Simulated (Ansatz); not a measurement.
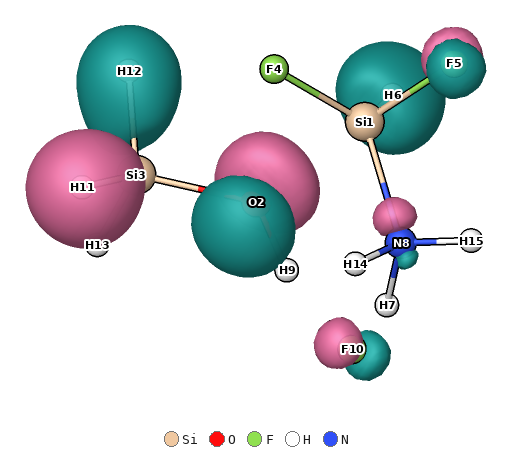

Figure. F2H4NSi···H4OSi···F. The HOMO at ±0.15 Å⁻³ᐟ² (teal and pink are the two phases), seen at a tilt.

A transition-state structure; geometry: PBE0-D4/def2-TZVP.

Computed with RKS PBE0-D4/def2-TZVPP in Ansatz.

Input

```
crystal:
  periodic: [false, false, false]
  atoms:
    - {symbol: Si, position_ang: [-0.678657, -0.067731, 1.190835]}
    - {symbol: O, position_ang: [-0.003297, -0.384810, -0.676562]}
    - {symbol: Si, position_ang: [0.810558, -1.700957, -1.303470]}
    - {symbol: F, position_ang: [0.437549, -1.141467, 1.595939]}
    - {symbol: F, position_ang: [-1.179329, 0.282634, 2.697304]}
    - {symbol: H, position_ang: [-1.976225, -0.469099, 0.639037]}
    - {symbol: H, position_ang: [-0.302167, 1.888196, -0.308111]}
    - {symbol: N, position_ang: [-0.065335, 1.611587, 0.870345]}
    - {symbol: H, position_ang: [-0.194860, 0.469948, -1.243245]}
    - {symbol: F, position_ang: [-0.446175, 1.806081, -1.483847]}
    - {symbol: H, position_ang: [2.223837, -1.688310, -0.859032]}
    - {symbol: H, position_ang: [0.133900, -2.931141, -0.836399]}
    - {symbol: H, position_ang: [0.739876, -1.587070, -2.779619]}
    - {symbol: H, position_ang: [0.947526, 1.647801, 0.950201]}
    - {symbol: H, position_ang: [-0.447100, 2.264240, 1.546622]}
basis:
  gaussian: {orbitals: def2-TZVPP}
hamiltonian: {xc: pbe0, dispersion: d4}
output: {orbitals: {seedname: orbitals}}
```

Launched as:

```sh
ansatz run in.yaml --threads 4 --pin off --events-out ev --progress --plain --max-ram 66560MiB --backend cuda --devices 0, --max-vram 37GiB
```

### Where does this orbital lie, and at what energy?

Its weight (Hirshfeld) is mainly on O2 (about 30 %), Si3 (about 15 %), H11 (about 15 %), H6 (about 10 %), H12 (about 10 %) and Si1 (about 10 %). Its energy is −9.19 eV.
